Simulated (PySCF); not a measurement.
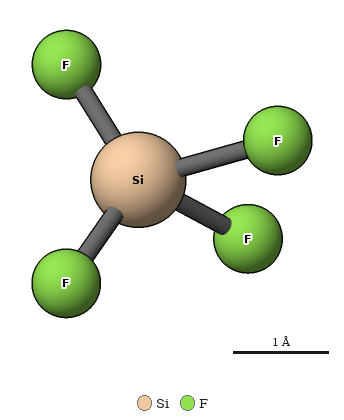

**Figure 1.** The input geometry (ball-and-stick view, seen at an oblique angle). Bond lengths as drawn: F–Si 1.55 to 1.67 Å.

SiF$_{4}$ (charge +1): EPR calculation

The run: EPR calculation of SiF$_{4}$, charge +1, multiplicity 2. Method and program: UKS BHandHLYP, IGLO-III on F Si, non-relativistic, mean-field spin-orbit, GIAO (PySCF 2.14.0).

### The input
```
{"job": {"kind": "epr", "xc": "BHandHLYP"}, "charge": 1, "multiplicity": 2}
Si     0.147036    -0.158989    -0.005198
F     -0.054695    -1.235380     1.086139
F     -1.288697     0.455736    -0.596157
F      0.068239     1.403443     0.589860
F      1.227765    -0.339944    -1.095930
```

The first line tells a small driver script what to run in PySCF; the rest is the geometry in Å.

Launched with:
```bash
OMP_NUM_THREADS=1 python <driver script> task.json out
```

### The program's output
```
UKS, coarse grid
  cycle   1  E = -688.50780845  |g| = 5.80e-01
  cycle   2  E = -688.51498668  |g| = 6.45e-01
  cycle   3  E = -688.63216548  |g| = 7.42e-02
  cycle   4  E = -688.63371920  |g| = 1.68e-02
  cycle   5  E = -688.63384062  |g| = 8.64e-03
  cycle   6  E = -688.63386462  |g| = 2.01e-03
  cycle   7  E = -688.63386970  |g| = 1.06e-03
  cycle   8  E = -688.63386993  |g| = 7.92e-04
UKS, final grid
  cycle   1  E = -688.63394977  |g| = 1.42e-03
  cycle   2  E = -688.63394882  |g| = 2.44e-03
  cycle   3  E = -688.63395066  |g| = 2.52e-04
  cycle   4  E = -688.63395095  |g| = 1.32e-04
  cycle   5  E = -688.63395099  |g| = 4.23e-05
  cycle   6  E = -688.63395100  |g| = 1.85e-05
E = -688.63395100 Eh   <S^2> = 0.7640 (exact 0.7500)
g shifts (ppm)      1          2          3
  rmc          -492       -492       -492
  gc            -20        101        131
  oz_so        4276      13017      21341
  total        3765      12626      20979
hyperfine (MHz)  atom isotope    a_iso     a_fc   dipolar eigenvalues
    0  29Si      54.34      54.48     -1.41     -1.40      2.82
    1   19F      -3.75      -3.59     -3.98     -1.85      5.83
    2   19F     339.42     316.13   -969.75   -964.57   1934.32
    3   19F     343.75     318.90   -991.43   -985.61   1977.04
    4   19F      -3.75      -3.59     -3.98     -1.85      5.83
```

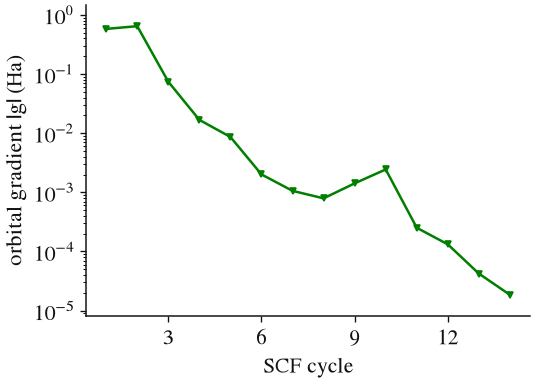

**Figure 2.** Convergence of the self-consistent field: orbital gradient |g| against the SCF cycle. All cycles printed in the log are drawn one after another.

### Key numbers

| quantity | value |
| --- | --- |
| outcome | converged |
| total energy | −688.633951 hartree |
| ⟨S²⟩ | 0.764 |
| isotropic g | 2.0148 |
| hardware | 1 CPU thread, shared host |
| wall time | 45 s |
| peak memory | 0.56 GiB |
